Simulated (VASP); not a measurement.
Band structure of AgSbTeSe (space group P4/mmm). Computed with PBEsol GGA, VASP's PBE PAW potentials (set 64) (plane waves; VASP 6.6.1).

Unless said otherwise, spin-orbit coupling is left out, though it shifts the bands of the heavy elements here.

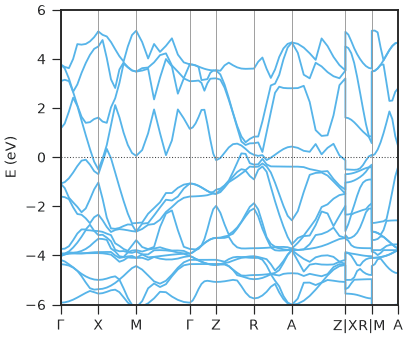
Figure: Bands along high-symmetry lines, zero at the valence-band maximum or, without a gap, the Fermi level

**Question.** Read the plot: is there a gap, and where are the band edges?

**Answer.** It has no gap at this level: it comes out as a metal or semimetal. (Edges off the drawn lines would not show.)

The structure comes from a computed database's AgSbTeSe entry (P4/mmm); how it stands against other phases isn't given here. It was relaxed first, which changed the volume by -6 %.
